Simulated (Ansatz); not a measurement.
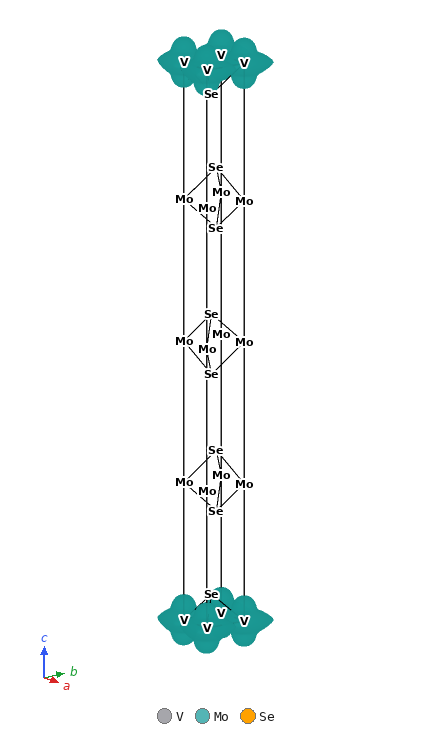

The picture shows: VMo3Se8. Isosurface of the magnetisation density (up minus down) at +0.03 e/Å³ (teal), seen slightly off an axis. Sticks mark near contacts.

Space group P-6m2; a structure generated by program, which may or may not match a known phase; spin-polarised.

Method: Ansatz 0.2.0, DFT PBE, scalar-relativistic, plane waves, PAW.

In a PAW calculation such maps are meaningful between the atoms, not at the nuclei.

Describe the spin distribution.

The spin density sits on V: +0.9 μB in one cell of 12 atoms, with smaller moments on other sites: Se (up to −0.05 μB): parallel main moments, as they must be, since the calculation's own cell holds one magnetic site. The cell of the calculation (12 atoms) carries 1.0 μB of net spin moment.
